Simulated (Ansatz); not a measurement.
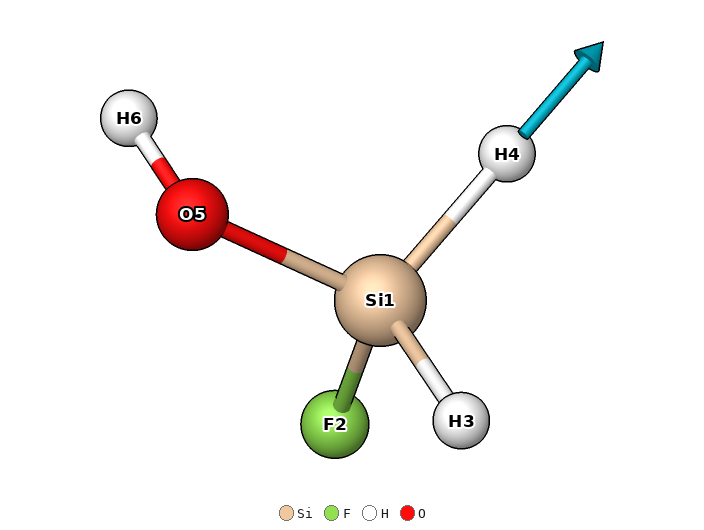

The arrows show one normal mode. Harmonic vibrations computed with RKS PBE0-D4/def2-TZVP (Ansatz 0.2.0) at a stationary point of the same level.

What kind of motion is it?

Mostly Si–H stretching.

Estimate its harmonic wavenumber.

2247 cm⁻¹; it is mode 10 of 12 counted from the lowest.
